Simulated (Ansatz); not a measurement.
**Pressure series in Mg**

Base system: Mg in the hcp (Mg type) structure (space group P6_3/mmc, No. 194).

```cif
data_Mg2
_chemical_formula_sum 'Mg2'
_space_group_name_H-M_alt 'P63/mmc'
_space_group_IT_number 194
_space_group_name_Hall '-P 6c 2c'
_cell_length_a 3.18616
_cell_length_b 3.18616
_cell_length_c 5.22349
_cell_angle_alpha 90.000
_cell_angle_beta 90.000
_cell_angle_gamma 120.000
loop_
_atom_site_label
_atom_site_type_symbol
_atom_site_symmetry_multiplicity
_atom_site_Wyckoff_symbol
_atom_site_fract_x
_atom_site_fract_y
_atom_site_fract_z
_atom_site_occupancy
Mg1 Mg 2 d 0.66667 0.33333 0.25000 1
```

Cell and atoms are relaxed at each pressure.

Calculations: Ansatz (a program for electronic structure) PBE, no spin-orbit coupling, earlier PAW set.

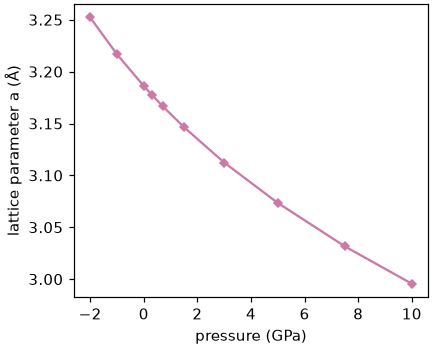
Figure. Lattice parameter a against pressure

Task: From the plot, what is the lattice parameter a for pressure 5 GPa?

Result: About 3.07 Å.

Task: Is the trend monotonic over the range shown?

Result: Yes, it falls throughout, spanning 2.996 Å to 3.252 Å.

Load acts through the strain it causes; cell and atoms are relaxed under it. Stability against distortions was not tested. Competing high-pressure phases were not computed.
